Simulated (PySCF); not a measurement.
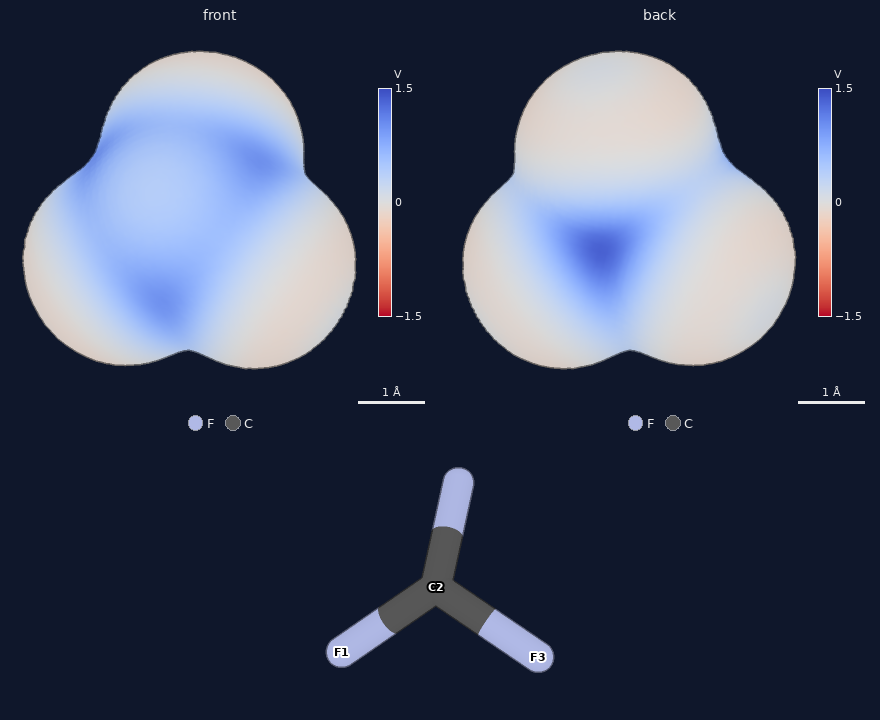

Figure. CF$_{3}$ (trifluoromethyl) (doublet). The molecular electrostatic potential painted on the density surface at 0.002 e/bohr³, seen from the front and from behind; the colour scale runs from red (negative) to blue (positive). The bare structure is drawn below in the same view.

Geometry: PBE0-D3(BJ)/ma-def2-SVP.

Theory: DFT single point, gas phase, functional PBE0 in PySCF 2.14.0, density-fitted response routines.

Q: Where is the surface potential most negative and most positive?

A: The most negative region (about −0.1 V) lies over F1, F3 and F4, the most positive (about +1.2 V) over C2.

Q: What dipole moment does the calculation give?

A: Its dipole moment is 0.26 D.
